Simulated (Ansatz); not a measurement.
Reaction (SMILES): FSF → 2 F atom + S atom
B3LYP-D3(BJ)/def2-TZVP geometries, fixed; electronic energies without zero-point terms.

Basis-set convergence of the atomisation energy at MP2 with Ansatz (an electronic-structure program). All functions are spherical. Cores are frozen. Open shells are unrestricted. No added dispersion term, no relativity. Functions are those of the species that has most. Reference: Hartree-Fock in aug-cc-pV(5+d)Z plus the correlation part extrapolated as X^-3 from aug-cc-pV(Q+d)Z and aug-cc-pV(5+d)Z, 190.46 kcal/mol, itself unsure by roughly 0.58 kcal/mol (a third of the extrapolation step and of the last Hartree-Fock step). Deviations are taken from unrounded values.

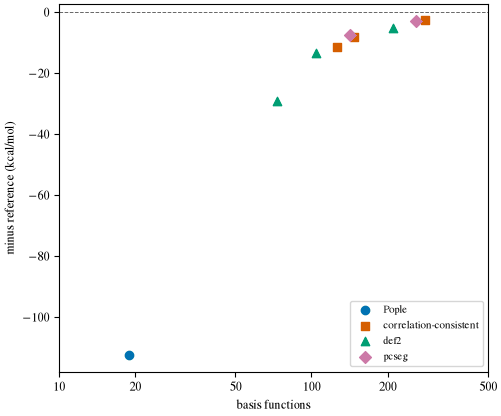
*Deviation from the reference against the number of basis functions, by family of sets.*

| basis | functions | atomisation energy (kcal/mol) | minus reference (kcal/mol) |
|---|---|---|---|
| STO-3G | 19 | 78.01 | -112.45 |
| def2-SVPD | 73 | 161.16 | -29.30 |
| def2-TZVPP | 104 | 177.01 | -13.44 |
| jun-cc-pV(T+d)Z | 126 | 179.00 | -11.46 |
| aug-pcseg-2 | 142 | 182.92 | -7.54 |
| aug-cc-pV(T+d)Z | 147 | 182.14 | -8.32 |
| def2-QZVPPD | 211 | 185.13 | -5.32 |
| aug-pcseg-3 | 259 | 187.65 | -2.81 |
| cc-pV(5+d)Z | 282 | 187.69 | -2.76 |
